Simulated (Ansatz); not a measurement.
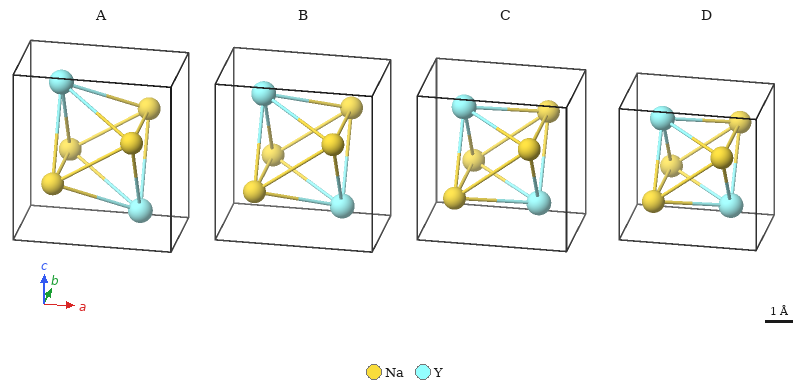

4 geometries from one relaxation of a crystal of NaY (built on the AuCd (B19)_51 type) (coarse preliminary run), in shuffled order. A ball-and-stick model of the cell of the calculation, seen from a free direction.

Case: AuCd (B19) type (Pmma, No. 51).

All numbers below come from DFT PBE, scalar-relativistic, plane waves, PAW in Ansatz. Settings: plane-wave cutoff 420 eV; k-point mesh 4 × 6 × 4; occupations gaussian; smearing width 0.1 eV; no spin polarisation; cell and atoms relaxed; force threshold 0.04 eV/Å; at most 70 steps.

### Put them in the order of the run, from the start to the converged end.

D, C, B, A. They are steps 0, 2, 4, 12, at +322 meV per atom, +62.0 meV per atom, +25.8 meV per atom relative to the last. The energy falls by 322 meV per atom in 9 accepted moves (12 points after the start). The largest force component goes from 0.11 to 0.005 eV/Å. Pressure: 12.33 GPa at the start and 0.01 GPa at the end. The line search rejected the trial step at point 10 of the run. The SCF was repeated twice at an unchanged geometry on a basis and grid sized afresh for the cell, which shifted the energy by 10.5 meV per atom at most. The largest moves relative to the cell, 0.39 Å, are those of Y atoms. Largest moves by element: Y 0.39 Å, Na 0.30 Å. Cell: a 5.203 → 5.998 Å (+15.3 %), b 3.443 → 3.348 Å (−2.8 %), c 5.313 → 6.684 Å (+25.8 %). Volume +41.0 %. Near-neighbour distances that change, for instance: Na–Y 3.161 → 3.811 Å, Na–Y 3.190 → 3.760 Å, Na–Y 3.170 → 3.664 Å, Na–Na 3.274 → 3.547 Å. The space group stays Pmma (No. 51). The run took 110 s on 1 thread of Intel(R) Xeon(R) Platinum 8259CL CPU @ 2.50GHz (Skylake/Cascade Lake), with other jobs on the host, peak memory 0.48 GiB.
